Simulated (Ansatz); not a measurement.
# AlPH (quartet): r2SCANh, CAM-B3LYP over a scan of the distance P2–H3, 6-31G, part 2 of 2

Ansatz 0.2.0, Gaussian basis; 6-31G, all electrons in the functionals. Earlier steps stand in the parts before.

**15. CAM-B3LYP, 1.430 Å**

in.yaml

```yaml
crystal:
  periodic: [false, false, false]
  atoms:
    - {symbol: Al, position_ang: [0.000000, 0.034843, 1.300562]}
    - {symbol: P, position_ang: [0.000000, -0.073644, -1.088657]}
    - {symbol: H, position_ang: [0.000000, 1.330368, -1.360548]}
basis:
  gaussian: {orbitals: 6-31G}
magnetization: {spin_polarized: true, initial_magnetization: 3}
hamiltonian: {xc: {name: CAM-B3LYP}}
```

The run is started by

```bash
$ ansatz run in.yaml --threads 1 --pin off --events-out ev --progress --plain --max-ram 2393MiB
```

Standard output, cut to the lines that bear on the results:

```text
Functional definition: CAM-B3LYP
  name "CAM-B3LYP"
  cite "Yanai, Tew & Handy, Chem. Phys. Lett. 393, 51 (2004) doi:10.1016/j.cplett.2004.06.011"
  cite "Iikura, Tsuneda, Yanai & Hirao, J. Chem. Phys. 115, 3540 (2001) doi:10.1063/1.1383587"
  cite "Becke, Phys. Rev. A 38, 3098 (1988) doi:10.1103/PhysRevA.38.3098"
  cite "Lee, Yang & Parr, Phys. Rev. B 37, 785 (1988) doi:10.1103/PhysRevB.37.785"
  cite "Vosko, Wilk & Nusair, Can. J. Phys. 58, 1200 (1980) doi:10.1139/p80-159"
[...]
  # Exact exchange under (alpha + beta erf(omega r))/r, Becke's under what is left of 1/r.
[...]
310 factors; integrals over basis functions are off by at most 2.5e-4 eV
145 factors; integrals over basis functions are off by at most 7.6e-6 eV
[...]
mean field -15896.83184159 eV, -584.1977949188 hartree, gradient 9.6e-6 eV, S^2 3.758522; 1 other end points of the search recorded, 0 dependent functions left out
reference -15896.83193474 eV, -584.1977983419 hartree; 16, 13 occupied and 12, 15 virtual orbitals, 310 factors
Total energy: -15896.83193474 eV, -584.1977983419 hartree
```

Run time: 1.6 s. Hardware: 1 thread of Arm Neoverse V2, shared host.

From the report: ⟨S²⟩ of the determinant 3.759 (pure quartet: 3.75).

**16. CAM-B3LYP, 1.605 Å**

in.yaml

```yaml
crystal:
  periodic: [false, false, false]
  atoms:
    - {symbol: Al, position_ang: [0.000000, 0.031907, 1.301130]}
    - {symbol: P, position_ang: [0.000000, -0.076580, -1.088089]}
    - {symbol: H, position_ang: [0.000000, 1.499146, -1.393233]}
basis:
  gaussian: {orbitals: 6-31G}
magnetization: {spin_polarized: true, initial_magnetization: 3}
hamiltonian: {xc: {name: CAM-B3LYP}}
```

Launched as before.

Standard output, cut to the lines that bear on the results:

```text
Functional definition: CAM-B3LYP
  name "CAM-B3LYP"
  cite "Yanai, Tew & Handy, Chem. Phys. Lett. 393, 51 (2004) doi:10.1016/j.cplett.2004.06.011"
  cite "Iikura, Tsuneda, Yanai & Hirao, J. Chem. Phys. 115, 3540 (2001) doi:10.1063/1.1383587"
  cite "Becke, Phys. Rev. A 38, 3098 (1988) doi:10.1103/PhysRevA.38.3098"
  cite "Lee, Yang & Parr, Phys. Rev. B 37, 785 (1988) doi:10.1103/PhysRevB.37.785"
  cite "Vosko, Wilk & Nusair, Can. J. Phys. 58, 1200 (1980) doi:10.1139/p80-159"
[...]
  # Exact exchange under (alpha + beta erf(omega r))/r, Becke's under what is left of 1/r.
[...]
310 factors; integrals over basis functions are off by at most 2.8e-4 eV
145 factors; integrals over basis functions are off by at most 9.3e-6 eV
[...]
mean field -15896.68907651 eV, -584.1925483991 hartree, gradient 8.0e-6 eV, S^2 3.758375; 1 other end points of the search recorded, 0 dependent functions left out
reference -15896.68917042 eV, -584.1925518501 hartree; 16, 13 occupied and 12, 15 virtual orbitals, 310 factors
Total energy: -15896.68917042 eV, -584.1925518501 hartree
```

Run time: 1.7 s. Hardware: 1 thread of Arm Neoverse V2, shared host.

From the report: ⟨S²⟩ of the determinant 3.758 (pure quartet: 3.75).

From 1.430 Å: +13.8 kJ/mol.

**17. CAM-B3LYP, 1.710 Å**

in.yaml

```yaml
crystal:
  periodic: [false, false, false]
  atoms:
    - {symbol: Al, position_ang: [0.000000, 0.030145, 1.301472]}
    - {symbol: P, position_ang: [0.000000, -0.078342, -1.087747]}
    - {symbol: H, position_ang: [0.000000, 1.600469, -1.412854]}
basis:
  gaussian: {orbitals: 6-31G}
magnetization: {spin_polarized: true, initial_magnetization: 3}
hamiltonian: {xc: {name: CAM-B3LYP}}
```

Launched as before.

Standard output, cut to the lines that bear on the results:

```text
Functional definition: CAM-B3LYP
  name "CAM-B3LYP"
  cite "Yanai, Tew & Handy, Chem. Phys. Lett. 393, 51 (2004) doi:10.1016/j.cplett.2004.06.011"
  cite "Iikura, Tsuneda, Yanai & Hirao, J. Chem. Phys. 115, 3540 (2001) doi:10.1063/1.1383587"
  cite "Becke, Phys. Rev. A 38, 3098 (1988) doi:10.1103/PhysRevA.38.3098"
  cite "Lee, Yang & Parr, Phys. Rev. B 37, 785 (1988) doi:10.1103/PhysRevB.37.785"
  cite "Vosko, Wilk & Nusair, Can. J. Phys. 58, 1200 (1980) doi:10.1139/p80-159"
[...]
  # Exact exchange under (alpha + beta erf(omega r))/r, Becke's under what is left of 1/r.
[...]
310 factors; integrals over basis functions are off by at most 2.7e-4 eV
145 factors; integrals over basis functions are off by at most 1.1e-5 eV
[...]
mean field -15896.46223094 eV, -584.1842119781 hartree, gradient 1.2e-5 eV, S^2 3.758376; 1 other end points of the search recorded, 0 dependent functions left out
reference -15896.46232633 eV, -584.1842154835 hartree; 16, 13 occupied and 12, 15 virtual orbitals, 310 factors
Total energy: -15896.46232633 eV, -584.1842154835 hartree
```

It took 1.8 s on 1 thread of Arm Neoverse V2, shared host.

From the report: ⟨S²⟩ of the determinant 3.758 (pure quartet: 3.75).

From 1.430 Å: +35.7 kJ/mol.

**18. CAM-B3LYP, 1.981 Å**

in.yaml

```yaml
crystal:
  periodic: [false, false, false]
  atoms:
    - {symbol: Al, position_ang: [0.000000, 0.025597, 1.302352]}
    - {symbol: P, position_ang: [0.000000, -0.082890, -1.086867]}
    - {symbol: H, position_ang: [0.000000, 1.861978, -1.463496]}
basis:
  gaussian: {orbitals: 6-31G}
magnetization: {spin_polarized: true, initial_magnetization: 3}
hamiltonian: {xc: {name: CAM-B3LYP}}
```

Launched as before.

Standard output, cut to the lines that bear on the results:

```text
Functional definition: CAM-B3LYP
  name "CAM-B3LYP"
  cite "Yanai, Tew & Handy, Chem. Phys. Lett. 393, 51 (2004) doi:10.1016/j.cplett.2004.06.011"
  cite "Iikura, Tsuneda, Yanai & Hirao, J. Chem. Phys. 115, 3540 (2001) doi:10.1063/1.1383587"
  cite "Becke, Phys. Rev. A 38, 3098 (1988) doi:10.1103/PhysRevA.38.3098"
  cite "Lee, Yang & Parr, Phys. Rev. B 37, 785 (1988) doi:10.1103/PhysRevB.37.785"
  cite "Vosko, Wilk & Nusair, Can. J. Phys. 58, 1200 (1980) doi:10.1139/p80-159"
[...]
  # Exact exchange under (alpha + beta erf(omega r))/r, Becke's under what is left of 1/r.
[...]
310 factors; integrals over basis functions are off by at most 2.6e-4 eV
145 factors; integrals over basis functions are off by at most 1.5e-5 eV
[...]
mean field -15895.77797431 eV, -584.1590660106 hartree, gradient 2.5e-5 eV, S^2 3.780194; 3 other end points of the search recorded, 0 dependent functions left out
reference -15895.77806999 eV, -584.1590695267 hartree; 16, 13 occupied and 12, 15 virtual orbitals, 310 factors
Total energy: -15895.77806999 eV, -584.1590695267 hartree
```

Run time: 2.2 s. Hardware: 1 thread of Arm Neoverse V2, shared host.

From the report: ⟨S²⟩ of the determinant 3.780 (pure quartet: 3.75).

From 1.430 Å: +101.7 kJ/mol.

**19. CAM-B3LYP, 2.295 Å**

in.yaml

```yaml
crystal:
  periodic: [false, false, false]
  atoms:
    - {symbol: Al, position_ang: [0.000000, 0.020327, 1.303373]}
    - {symbol: P, position_ang: [0.000000, -0.088160, -1.085846]}
    - {symbol: H, position_ang: [0.000000, 2.164981, -1.522173]}
basis:
  gaussian: {orbitals: 6-31G}
magnetization: {spin_polarized: true, initial_magnetization: 3}
hamiltonian: {xc: {name: CAM-B3LYP}}
```

The command is unchanged.

Standard output, cut to the lines that bear on the results:

```text
Functional definition: CAM-B3LYP
  name "CAM-B3LYP"
  cite "Yanai, Tew & Handy, Chem. Phys. Lett. 393, 51 (2004) doi:10.1016/j.cplett.2004.06.011"
  cite "Iikura, Tsuneda, Yanai & Hirao, J. Chem. Phys. 115, 3540 (2001) doi:10.1063/1.1383587"
  cite "Becke, Phys. Rev. A 38, 3098 (1988) doi:10.1103/PhysRevA.38.3098"
  cite "Lee, Yang & Parr, Phys. Rev. B 37, 785 (1988) doi:10.1103/PhysRevB.37.785"
  cite "Vosko, Wilk & Nusair, Can. J. Phys. 58, 1200 (1980) doi:10.1139/p80-159"
[...]
  # Exact exchange under (alpha + beta erf(omega r))/r, Becke's under what is left of 1/r.
[...]
310 factors; integrals over basis functions are off by at most 1.4e-4 eV
145 factors; integrals over basis functions are off by at most 2.0e-5 eV
[...]
mean field -15895.47210686 eV, -584.1478255892 hartree, gradient 9.2e-6 eV, S^2 3.773313; 5 other end points of the search recorded, 0 dependent functions left out
reference -15895.47220427 eV, -584.1478291689 hartree; 16, 13 occupied and 12, 15 virtual orbitals, 310 factors
Total energy: -15895.47220427 eV, -584.1478291689 hartree
```

It took 2.3 s on 1 thread of Arm Neoverse V2, shared host.

From the report: ⟨S²⟩ of the determinant 3.773 (pure quartet: 3.75).

From 1.430 Å: +131.2 kJ/mol.

**20. CAM-B3LYP, 2.698 Å**

in.yaml

```yaml
crystal:
  periodic: [false, false, false]
  atoms:
    - {symbol: Al, position_ang: [0.000000, 0.013564, 1.304683]}
    - {symbol: P, position_ang: [0.000000, -0.094923, -1.084536]}
    - {symbol: H, position_ang: [0.000000, 2.553867, -1.597482]}
basis:
  gaussian: {orbitals: 6-31G}
magnetization: {spin_polarized: true, initial_magnetization: 3}
hamiltonian: {xc: {name: CAM-B3LYP}}
```

Launched as before.

Standard output, cut to the lines that bear on the results:

```text
Functional definition: CAM-B3LYP
  name "CAM-B3LYP"
  cite "Yanai, Tew & Handy, Chem. Phys. Lett. 393, 51 (2004) doi:10.1016/j.cplett.2004.06.011"
  cite "Iikura, Tsuneda, Yanai & Hirao, J. Chem. Phys. 115, 3540 (2001) doi:10.1063/1.1383587"
  cite "Becke, Phys. Rev. A 38, 3098 (1988) doi:10.1103/PhysRevA.38.3098"
  cite "Lee, Yang & Parr, Phys. Rev. B 37, 785 (1988) doi:10.1103/PhysRevB.37.785"
  cite "Vosko, Wilk & Nusair, Can. J. Phys. 58, 1200 (1980) doi:10.1139/p80-159"
[...]
  # Exact exchange under (alpha + beta erf(omega r))/r, Becke's under what is left of 1/r.
[...]
310 factors; integrals over basis functions are off by at most 1.8e-4 eV
145 factors; integrals over basis functions are off by at most 2.6e-5 eV
[...]
mean field -15895.44163072 eV, -584.1467056116 hartree, gradient 6.6e-6 eV, S^2 3.777051; 3 other end points of the search recorded, 0 dependent functions left out
reference -15895.44173243 eV, -584.1467093493 hartree; 16, 13 occupied and 12, 15 virtual orbitals, 310 factors
Total energy: -15895.44173243 eV, -584.1467093493 hartree
```

Run time: 2.6 s. Hardware: 1 thread of Arm Neoverse V2, shared host.

From the report: ⟨S²⟩ of the determinant 3.777 (pure quartet: 3.75).

From 1.430 Å: +134.1 kJ/mol.

**21. CAM-B3LYP, 3.094 Å**

in.yaml

```yaml
crystal:
  periodic: [false, false, false]
  atoms:
    - {symbol: Al, position_ang: [0.000000, 0.006918, 1.305970]}
    - {symbol: P, position_ang: [0.000000, -0.101569, -1.083249]}
    - {symbol: H, position_ang: [0.000000, 2.935999, -1.671483]}
basis:
  gaussian: {orbitals: 6-31G}
magnetization: {spin_polarized: true, initial_magnetization: 3}
hamiltonian: {xc: {name: CAM-B3LYP}}
```

Same command.

Standard output, cut to the lines that bear on the results:

```text
Functional definition: CAM-B3LYP
  name "CAM-B3LYP"
  cite "Yanai, Tew & Handy, Chem. Phys. Lett. 393, 51 (2004) doi:10.1016/j.cplett.2004.06.011"
  cite "Iikura, Tsuneda, Yanai & Hirao, J. Chem. Phys. 115, 3540 (2001) doi:10.1063/1.1383587"
  cite "Becke, Phys. Rev. A 38, 3098 (1988) doi:10.1103/PhysRevA.38.3098"
  cite "Lee, Yang & Parr, Phys. Rev. B 37, 785 (1988) doi:10.1103/PhysRevB.37.785"
  cite "Vosko, Wilk & Nusair, Can. J. Phys. 58, 1200 (1980) doi:10.1139/p80-159"
[...]
  # Exact exchange under (alpha + beta erf(omega r))/r, Becke's under what is left of 1/r.
[...]
311 factors; integrals over basis functions are off by at most 2.0e-4 eV
145 factors; integrals over basis functions are off by at most 3.2e-5 eV
[...]
mean field -15895.45091731 eV, -584.1470468874 hartree, gradient 3.3e-6 eV, S^2 3.790793; 3 other end points of the search recorded, 0 dependent functions left out
reference -15895.45102228 eV, -584.1470507450 hartree; 16, 13 occupied and 12, 15 virtual orbitals, 311 factors
Total energy: -15895.45102228 eV, -584.1470507450 hartree
```

Wall time 1.9 s (1 thread of Arm Neoverse V2, shared host).

From the report: ⟨S²⟩ of the determinant 3.791 (pure quartet: 3.75).

From 1.430 Å: +133.2 kJ/mol.

**22. CAM-B3LYP, 3.907 Å**

in.yaml

```yaml
crystal:
  periodic: [false, false, false]
  atoms:
    - {symbol: Al, position_ang: [0.000000, -0.006726, 1.308612]}
    - {symbol: P, position_ang: [0.000000, -0.115213, -1.080607]}
    - {symbol: H, position_ang: [0.000000, 3.720526, -1.823409]}
basis:
  gaussian: {orbitals: 6-31G}
magnetization: {spin_polarized: true, initial_magnetization: 3}
hamiltonian: {xc: {name: CAM-B3LYP}}
```

Same command.

Standard output, cut to the lines that bear on the results:

```text
Functional definition: CAM-B3LYP
  name "CAM-B3LYP"
  cite "Yanai, Tew & Handy, Chem. Phys. Lett. 393, 51 (2004) doi:10.1016/j.cplett.2004.06.011"
  cite "Iikura, Tsuneda, Yanai & Hirao, J. Chem. Phys. 115, 3540 (2001) doi:10.1063/1.1383587"
  cite "Becke, Phys. Rev. A 38, 3098 (1988) doi:10.1103/PhysRevA.38.3098"
  cite "Lee, Yang & Parr, Phys. Rev. B 37, 785 (1988) doi:10.1103/PhysRevB.37.785"
  cite "Vosko, Wilk & Nusair, Can. J. Phys. 58, 1200 (1980) doi:10.1139/p80-159"
[...]
  # Exact exchange under (alpha + beta erf(omega r))/r, Becke's under what is left of 1/r.
[...]
311 factors; integrals over basis functions are off by at most 1.6e-4 eV
145 factors; integrals over basis functions are off by at most 4.1e-5 eV
[...]
mean field -15895.48923151 eV, -584.1484549083 hartree, gradient 6.3e-6 eV, S^2 3.755819; 5 other end points of the search recorded, 0 dependent functions left out
reference -15895.48934760 eV, -584.1484591747 hartree; 16, 13 occupied and 12, 15 virtual orbitals, 311 factors
Total energy: -15895.48934760 eV, -584.1484591747 hartree
```

Run time: 2.4 s. Hardware: 1 thread of Arm Neoverse V2, shared host.

From the report: ⟨S²⟩ of the determinant 3.756 (pure quartet: 3.75).

From 1.430 Å: +129.5 kJ/mol.

**23. CAM-B3LYP, 4.785 Å**

in.yaml

```yaml
crystal:
  periodic: [false, false, false]
  atoms:
    - {symbol: Al, position_ang: [0.000000, -0.021461, 1.311465]}
    - {symbol: P, position_ang: [0.000000, -0.129948, -1.077754]}
    - {symbol: H, position_ang: [0.000000, 4.567777, -1.987482]}
basis:
  gaussian: {orbitals: 6-31G}
magnetization: {spin_polarized: true, initial_magnetization: 3}
hamiltonian: {xc: {name: CAM-B3LYP}}
```

The command is unchanged.

Standard output, cut to the lines that bear on the results:

```text
Functional definition: CAM-B3LYP
  name "CAM-B3LYP"
  cite "Yanai, Tew & Handy, Chem. Phys. Lett. 393, 51 (2004) doi:10.1016/j.cplett.2004.06.011"
  cite "Iikura, Tsuneda, Yanai & Hirao, J. Chem. Phys. 115, 3540 (2001) doi:10.1063/1.1383587"
  cite "Becke, Phys. Rev. A 38, 3098 (1988) doi:10.1103/PhysRevA.38.3098"
  cite "Lee, Yang & Parr, Phys. Rev. B 37, 785 (1988) doi:10.1103/PhysRevB.37.785"
  cite "Vosko, Wilk & Nusair, Can. J. Phys. 58, 1200 (1980) doi:10.1139/p80-159"
[...]
  # Exact exchange under (alpha + beta erf(omega r))/r, Becke's under what is left of 1/r.
[...]
310 factors; integrals over basis functions are off by at most 1.6e-4 eV
145 factors; integrals over basis functions are off by at most 3.2e-5 eV
[...]
mean field -15895.49523653 eV, -584.1486755887 hartree, gradient 4.1e-6 eV, S^2 3.753465; 5 other end points of the search recorded, 0 dependent functions left out
reference -15895.49536593 eV, -584.1486803442 hartree; 16, 13 occupied and 12, 15 virtual orbitals, 310 factors
Total energy: -15895.49536593 eV, -584.1486803442 hartree
```

It took 2.6 s on 1 thread of Arm Neoverse V2, shared host.

From the report: ⟨S²⟩ of the determinant 3.753 (pure quartet: 3.75).

From 1.430 Å: +129.0 kJ/mol.

**24. The comparison**

The yardstick is full CI for this spin, exact in this basis with these frozen cores. It comes from earlier runs at the same points. Energies in kJ/mol, counted from 1.430 Å; blanks weren't run or aren't comparable.

| level | 1.129 Å | 1.307 Å | 1.430 Å | 1.605 Å | 1.710 Å | 1.981 Å | 2.295 Å | 2.698 Å | 3.094 Å | 3.907 Å | 4.785 Å |
| --- | --- | --- | --- | --- | --- | --- | --- | --- | --- | --- | --- |
| FCI | 176.0 | 28.1 | 0.0 | 7.7 | 24.5 | 74.1 | 101.7 | 101.7 | 99.0 | 97.0 | 96.8 |
| r2SCANh | 170.5 | 25.8 | 0.0 | 12.2 | 32.6 | 92.6 | 127.1 | 137.9 | 143.5 | 150.6 | 152.3 |
| CAM-B3LYP | 168.4 | 25.0 | 0.0 | 13.8 | 35.7 | 101.7 | 131.2 | 134.1 | 133.2 | 129.5 | 129.0 |

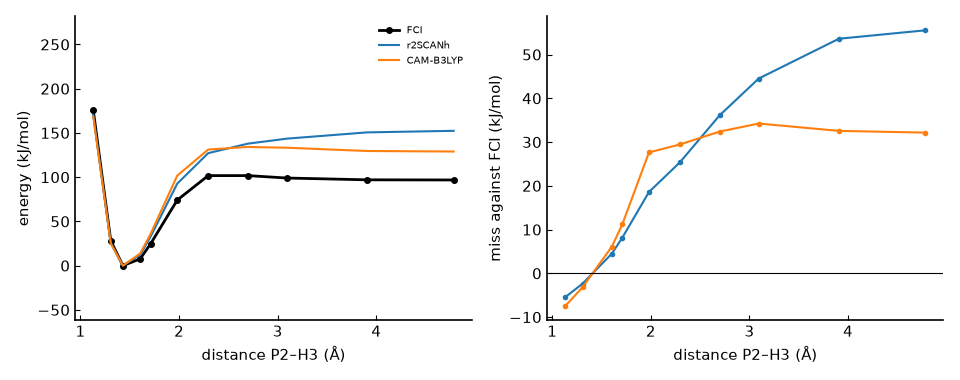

Left: the curves (the axis may cut off levels that run far away). Right: misses against FCI, in the same colours.

Largest miss and mean time a point (FCI took 2.4 min a point; shared hosts):

| level | largest miss (kJ/mol) | where | time a point |
| --- | --- | --- | --- |
| r2SCANh | +55.5 | 4.785 Å | 9.6 s |
| CAM-B3LYP | +34.2 | 3.094 Å | 2.1 s |

**25. Summary of results**

The summary covers parts 1 to 2.

| quantity | value |
| --- | --- |
| span of the FCI curve | 176.0 kJ/mol |
| largest miss, r2SCANh | +55.5 kJ/mol (4.785 Å) |
| largest miss, CAM-B3LYP | +34.2 kJ/mol (3.094 Å) |

In words: Of the functionals, CAM-B3LYP keep the smallest largest miss at the points compared (at most 34.2 kJ/mol) and r2SCANh strays most (55.5 kJ/mol, at 4.785 Å). Functionals and the yardstick converge differently with the basis, so part of each miss in 6-31G is the basis.
